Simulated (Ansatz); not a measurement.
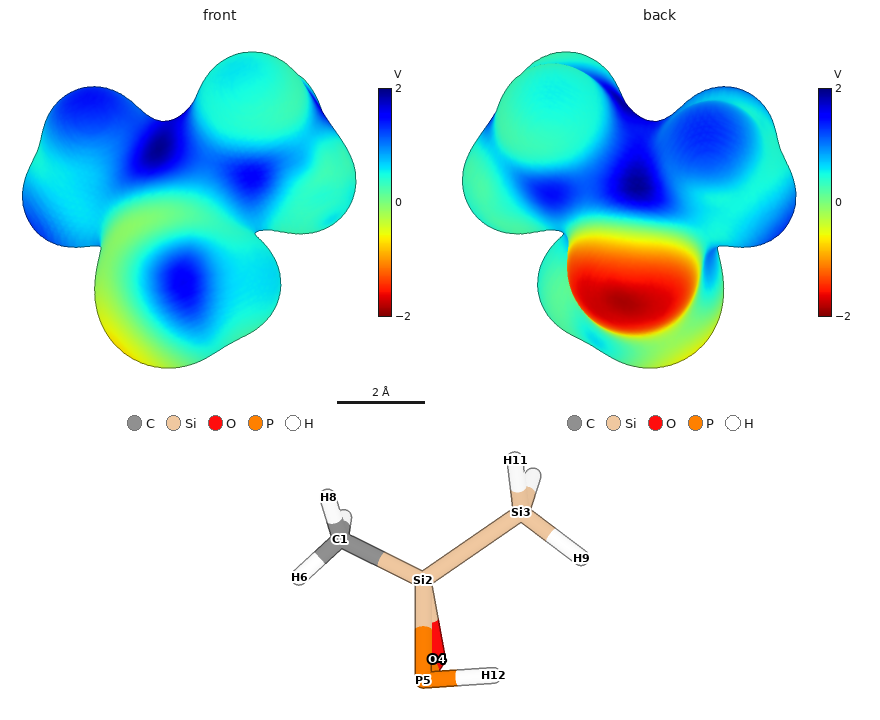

Figure. CH7OPSi2. The molecular electrostatic potential painted on the density surface at 0.004 e/bohr³, seen from the front and from behind; the colour scale runs from red (negative) to blue (positive). The bare structure is drawn below in the same view.

These are results of RKS PBE/def2-SVP in Ansatz 0.2.0, not measurements.

```xyz
12

C    -1.3779    0.1391    1.4347
Si   -0.4007    0.1211   -0.1710
Si    1.8984   -0.3376   -0.0760
O    -0.7854    1.3844   -1.2761
P    -1.4536   -0.0402   -2.1069
H    -2.4443    0.3540    1.2243
H    -0.9871    0.9217    2.1176
H    -1.3054   -0.8391    1.9526
H     2.4690   -0.1849   -1.4584
H     2.6113    0.6000    0.8645
H     2.1275   -1.7470    0.4044
H    -0.2748   -0.4268   -2.8760
```

Q: Which sites attract a positive test charge, and which a negative one?

A: A positive charge is drawn to the negative regions and a negative charge to the positive ones. The most negative region (about −1.8 V) lies over O4, the most positive (about +1.9 V) over Si2 and Si3. O4 is the likeliest acceptor of a hydrogen bond.
